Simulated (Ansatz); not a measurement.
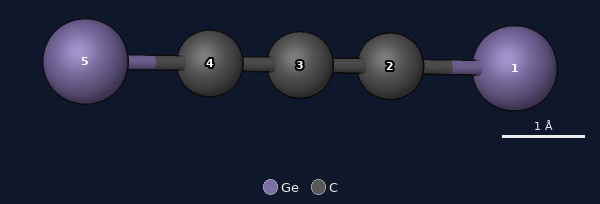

The structure as given in the input (ball-and-stick view, seen at a tilt; atoms are numbered from 1 in the order of the input). Sticks mark near contacts.

## C3Ge2: geometry relaxation

The run: geometry relaxation of C3Ge2. Method and program: RKS B2PLYP/def2-TZVPP (Ansatz 0.2.0).

Figures and captions count atoms from 1; the log counts them from 0 in places.

What the program printed
```
The last accepted step is kept in [file] (removed where the run ends without a failure and the disk answers)
Engine: ansatz 0.2.0, x86_64-unknown-linux-gnu
Functional definition: B2PLYP
  parameter a = 0.53
  parameter c = 0.27
  exchange = (1 - a)*b88_x + a*exact_x
  correlation = (1 - c)*lyp_c + c*(mp2_os + mp2_ss)
1321 factors; integrals over basis functions are off by at most 4.0e-4 eV
mean field evaluation 1: about -116099.1763 eV, gradient 6.9e1 eV
mean field evaluation 2: about -116099.4531 eV, gradient 6.9e1 eV
mean field evaluation 4: about -116112.9954 eV, gradient 1.6e1 eV
mean field evaluation 8: about -116113.7125 eV, gradient 2.5e-1 eV
mean field evaluation 16: about -116113.7430 eV, gradient 3.4e-4 eV
mean field evaluation 32: about -116084.9849 eV, gradient 2.4e1 eV
mean field -116113.74303468 eV, -4267.1013518027 hartree, gradient 7.8e-7 eV, S^2 0.000000; 2 other end points of the search recorded, 0 dependent functions left out
21 core orbitals not correlated: weight in the atoms' cores, before any rotation towards them, 1.000 or more for the frozen orbitals, at most 0.000 for the correlated occupied ones
reference -116113.74317362 eV, -4267.1013569088 hartree; 20, 20 occupied and 148, 148 virtual orbitals, 1321 factors
second order -31.43593123 eV of doubles, -0.00000000 eV of singles
the calculation of the forces begins
relax step   1: F+E_penalty+E_count = -116122.23073611 eV  Δ(F+E_penalty+E_count) = +0.000e0 eV  max|allowed force component| = 6.419e-1 eV/Å  Δτ_max = 0.0000 Å  (142 SCF iters, accepted)
these checks for a lower state are left out or cut short: starts, cluster_reference, orbital_swaps, neighbouring_geometries, increment
1321 factors; integrals over basis functions are off by at most 4.2e-4 eV
mean field evaluation 64: about -116113.7833 eV, gradient 9.0e-1 eV
mean field -116113.78549402 eV, -4267.1029121545 hartree, gradient 2.7e-6 eV, S^2 0.000000; 0 other end points of the search recorded, 0 dependent functions left out
21 core orbitals not correlated: weight in the atoms' cores, before any rotation towards them, 1.000 or more for the frozen orbitals, at most 0.000 for the correlated occupied ones
reference -116113.78563273 eV, -4267.1029172521 hartree; 20, 20 occupied and 148, 148 virtual orbitals, 1321 factors
second order -31.33533540 eV of doubles, -0.00000000 eV of singles
the calculation of the forces begins
relax step   2: F+E_penalty+E_count = -116122.24603457 eV  Δ(F+E_penalty+E_count) = -1.530e-2 eV  max|allowed force component| = 1.126e-1 eV/Å  Δτ_max = 0.0179 Å  (59 SCF iters, accepted)
these checks for a lower state are left out or cut short: starts, cluster_reference, orbital_swaps, neighbouring_geometries, increment
1321 factors; integrals over basis functions are off by at most 4.3e-4 eV
mean field -116113.79586723 eV, -4267.1032933631 hartree, gradient 2.8e-6 eV, S^2 0.000000; 0 other end points of the search recorded, 0 dependent functions left out
21 core orbitals not correlated: weight in the atoms' cores, before any rotation towards them, 1.000 or more for the frozen orbitals, at most 0.000 for the correlated occupied ones
reference -116113.79600589 eV, -4267.1032984588 hartree; 20, 20 occupied and 148, 148 virtual orbitals, 1321 factors
second order -31.30003668 eV of doubles, -0.00000000 eV of singles
the calculation of the forces begins
relax step   3: F+E_penalty+E_count = -116122.24687713 eV  Δ(F+E_penalty+E_count) = -8.426e-4 eV  max|allowed force component| = 1.548e-2 eV/Å  Δτ_max = 0.0063 Å  (60 SCF iters, accepted)
these checks for a lower state are left out or cut short: starts, cluster_reference, orbital_swaps, neighbouring_geometries, increment
1321 factors; integrals over basis functions are off by at most 4.3e-4 eV
mean field -116113.79604675 eV, -4267.1032999604 hartree, gradient 2.8e-6 eV, S^2 0.000000; 0 other end points of the search recorded, 0 dependent functions left out
21 core orbitals not correlated: weight in the atoms' cores, before any rotation towards them, 1.000 or more for the frozen orbitals, at most 0.000 for the correlated occupied ones
reference -116113.79618541 eV, -4267.1033050561 hartree; 20, 20 occupied and 148, 148 virtual orbitals, 1321 factors
second order -31.29938165 eV of doubles, -0.00000000 eV of singles
the calculation of the forces begins
relax step   4: F+E_penalty+E_count = -116122.24687980 eV  Δ(F+E_penalty+E_count) = -2.664e-6 eV  max|allowed force component| = 2.494e-4 eV/Å  Δτ_max = 0.0001 Å  (42 SCF iters, accepted)
1321 factors; integrals over basis functions are off by at most 4.3e-4 eV
mean field evaluation 96: about -116113.7960 eV, gradient 2.8e-6 eV
mean field evaluation 128: about -116084.5889 eV, gradient 2.4e1 eV
```

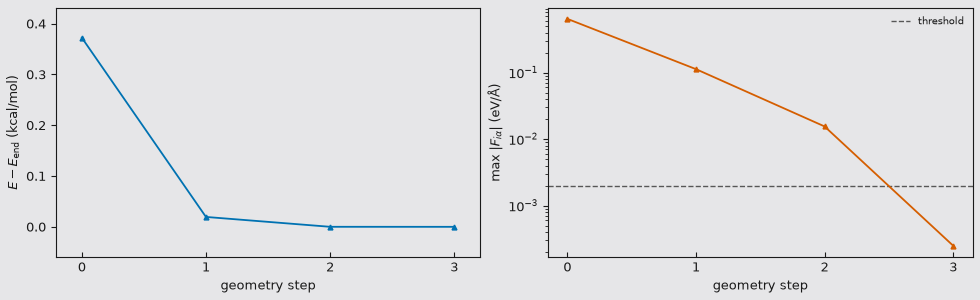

Progress of the relaxation, step by step (the first geometry is step 0 here and step 1 in the log).

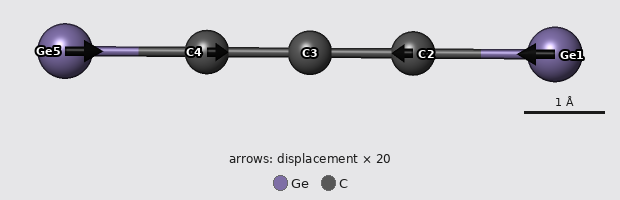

The starting structure with the displacements as black arrows, magnified 20 times (ball-and-stick view, seen at a tilt). The two geometries are laid on each other by the best rigid fit. The energy falls by 0.37 kcal/mol in 3 geometry steps. The largest force component goes from 0.64 to 0.00025 eV/Å. The largest moves after the best rigid fit, 0.024 Å, are those of Ge1 and Ge5. By element the largest moves are Ge 0.024 Å, C 0.014 Å. Distances before and after: C2–C3 1.303 → 1.289 Å, C4–Ge5 1.792 → 1.782 Å. (Atoms are counted from 1 in the order of the input.)

```
mean field -116113.79604675 eV, -4267.1032999604 hartree, gradient 2.8e-6 eV, S^2 0.000000; 3 other end points of the search recorded, 0 dependent functions left out
21 core orbitals not correlated: weight in the atoms' cores, before any rotation towards them, 1.000 or more for the frozen orbitals, at most 0.000 for the correlated occupied ones
reference -116113.79618541 eV, -4267.1033050561 hartree; 20, 20 occupied and 148, 148 virtual orbitals, 1321 factors
second order -31.29938165 eV of doubles, -0.00000000 eV of singles
the calculation of the forces begins
Total energy: -116122.24701846 eV, -4267.4138674424 hartree
Atom 0 at    -0.000000     0.000000    -3.070731 Å, force     0.000000    -0.000000     0.000099 eV/Å
Atom 1 at     0.000000    -0.000000    -1.289077 Å, force     0.000000    -0.000000    -0.000249 eV/Å
Atom 2 at     0.000000    -0.000000    -0.000002 Å, force    -0.000000     0.000000    -0.000000 eV/Å
Atom 3 at     0.000000    -0.000000     1.289073 Å, force    -0.000000     0.000000     0.000249 eV/Å
Atom 4 at    -0.000000     0.000000     3.070727 Å, force    -0.000000     0.000000    -0.000099 eV/Å
Dipole moment:     0.000000    -0.000000     0.000000 e Å
```

Trajectory as extended XYZ (Å, eV, eV/Å), 4 frames, from step=1 to step=4
```
5
Properties=species:S:1:pos:R:3:forces:R:3 step=1 energy=-116122.23074
Ge    0.0000    0.0000   -3.0950    0.0000   0.0000   0.2923
C     0.0000    0.0000   -1.3029    0.0000   0.0000   0.6419
C     0.0000    0.0000    0.0000    0.0000   0.0000   0.0000
C     0.0000    0.0000    1.3029    0.0000   0.0000  -0.6419
Ge    0.0000    0.0000    3.0950    0.0000   0.0000  -0.2923
5
Properties=species:S:1:pos:R:3:forces:R:3 step=2 energy=-116122.24604
Ge    0.0000    0.0000   -3.0771    0.0000   0.0000   0.1126
C     0.0000    0.0000   -1.2914    0.0000   0.0000   0.0537
C     0.0000    0.0000    0.0000    0.0000   0.0000   0.0000
C     0.0000    0.0000    1.2914    0.0000   0.0000  -0.0537
Ge    0.0000    0.0000    3.0771    0.0000   0.0000  -0.1126
5
Properties=species:S:1:pos:R:3:forces:R:3 step=3 energy=-116122.24688
Ge    0.0000    0.0000   -3.0708    0.0000   0.0000   0.0065
C     0.0000    0.0000   -1.2890    0.0000   0.0000  -0.0155
C     0.0000    0.0000    0.0000    0.0000   0.0000   0.0000
C     0.0000    0.0000    1.2889    0.0000   0.0000   0.0155
Ge    0.0000    0.0000    3.0708    0.0000   0.0000  -0.0065
5
Properties=species:S:1:pos:R:3:forces:R:3 step=4 energy=-116122.24688
Ge    0.0000    0.0000   -3.0707    0.0000   0.0000   0.0001
C     0.0000    0.0000   -1.2891    0.0000   0.0000  -0.0002
C     0.0000    0.0000    0.0000    0.0000   0.0000   0.0000
C     0.0000    0.0000    1.2891    0.0000   0.0000   0.0002
Ge    0.0000    0.0000    3.0707    0.0000   0.0000  -0.0001
```

The run was set up as follows.

The input
```yaml
crystal:
  periodic: [false, false, false]
  atoms:
    - { symbol: Ge, position_ang: [0.0, 0.0, -3.09497675] }
    - { symbol: C, position_ang: [0.0, 0.0, -1.30286514] }
    - { symbol: C, position_ang: [0.0, 0.0, -2.16e-06] }
    - { symbol: C, position_ang: [0.0, 0.0, 1.30286158] }
    - { symbol: Ge, position_ang: [0.0, 0.0, 3.09497248] }
basis:
  gaussian: { orbitals: def2-TZVPP }
hamiltonian:
  xc: { name: B2PLYP }
relax:
  f_tol: 0.002
  max_steps: 150
```

Launch command:
```bash
ansatz run input.yaml --threads 4 --pin off --max-ram 10240MiB --backend cpu --events-out ev --progress --plain --runs-dir out
```

Summary

```tsv
quantity	value
outcome	converged
total energy	−116122.2470 eV
mean-field energy	−116113.7962 eV
SCF solution under orbital rotations	stable
largest force (length of the vector) at the end	under 0.001 eV/Å
hardware	4 threads of AMD EPYC (Zen 5), 128 GiB of memory available, shared host
wall time	26 s (CPU time 98 s)
peak memory	0.69 GiB
```
